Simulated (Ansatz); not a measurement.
## Fields on a plane of W3N4 (space group Pm-3m)

```xyz
7
Lattice="4.2154 0.0000 0.0000 0.0000 4.2154 0.0000 0.0000 0.0000 4.2154" Properties=species:S:1:pos:R:3 pbc="T T T"
N      2.1077     2.1077     2.1077
N      2.1077     0.0000     0.0000
N      0.0000     2.1077     0.0000
N      0.0000     0.0000     2.1077
W      2.1077     2.1077     0.0000
W      0.0000     2.1077     2.1077
W      2.1077     0.0000     2.1077
```

The slice is a {100} plane (indices of the conventional cell) through the point (0.500, 0.000, 0.000) (fractional), spanned by u = [100] and v = [010] in vectors of this cell: u (4.22 Å) and v (4.22 Å, at 90° to u). It covers one period; positions are fractions (u, v).

Atoms on it: N at (0.00, 0.00); N at (0.50, 0.50); W at (0.00, 0.50).

The numbers are results of PBE (plane waves to 420 eV, PAW, scalar-relativistic; Ansatz, a first-principles code), not measurements. k mesh 11×11×11. These are valence fields of a PAW run, semicore shells included where kept as valence: close to a nucleus they are smooth pseudo fields. Spin-orbit coupling is left out, though W is heavy. W3N4 is run without spin polarisation. W3N4 was relaxed with its symmetry unable to fall.

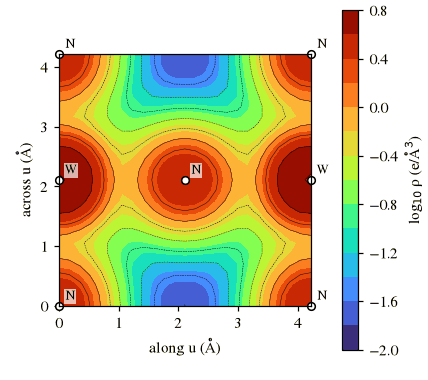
Figure. Log₁₀ of the valence density in e/Å³, one period of the plane, atoms marked. The scale is logarithmic, as a density can span decades between atoms and voids.

```
|xxxxxx#%@@@@@@@@@%#xxxxx|
|xxxxx+#%@@@@@@@@@%#+xxxx|
|xxxxx*#%@@@@@@@@@%#*xxxx|
|xxxx-*#%%@@@@@@@%%#*-xxx|
|xx  :=*#%%%%%%%%%#*=:  x|
|     :=*#########*=:    |
|xx    :=**+xxx+**=:    x|
|xxxx   :-xxxxxxx-:   xxx|
|xxxxx   xxxxxxxxx   xxxx|
|xxxxx   xxxxxxxxx   xxxx|
|xxxxxx xxxxxxxxxxx xxxxx|
|xxxxxx xxxxxxxxxxx xxxxx|
|xxxxxx xxxxxxxxxxx xxxxx|
|xxxxx   xxxxxxxxx   xxxx|
|xxxxx   xxxxxxxxx   xxxx|
|xxxx   :-xxxxxxx-:   xxx|
|xx    :=**+xxx+**=:    x|
|     :=*#########*=:    |
|xx  :=*#%%%%%%%%%#*=:  x|
|xxxx-*#%%@@@@@@@%%#*-xxx|
|xxxxx*#%@@@@@@@@@%#*xxxx|
|xxxxx+#%@@@@@@@@@%#+xxxx|
|xxxxxx#%@@@@@@@@@%#xxxxx|
|xxxxxx#%@@@@@@@@@%#xxxxx|
```
Scale: ten equal steps from 8.00 (start of ' ') to 16.07 (end of '@'), in the order ' .:-=+*#%@'. Values: electrostatic potential energy of an electron, from the cell's mean, in eV. The map has 24 points along u (one character each, u = 0 at the left) and 24 along v (v = 0 in the bottom row). Points within 0.9 Å of a nucleus are blanked (x), as the pseudised field means little there. Values under 8 eV are set to 8. The zero, the cell's mean, hangs on the PAW cores.

The density on the N–W line (2.11 Å) at its density minimum, 1.0 Å from N is 0.69 e/Å³ and the ELF at that point is 0.3.
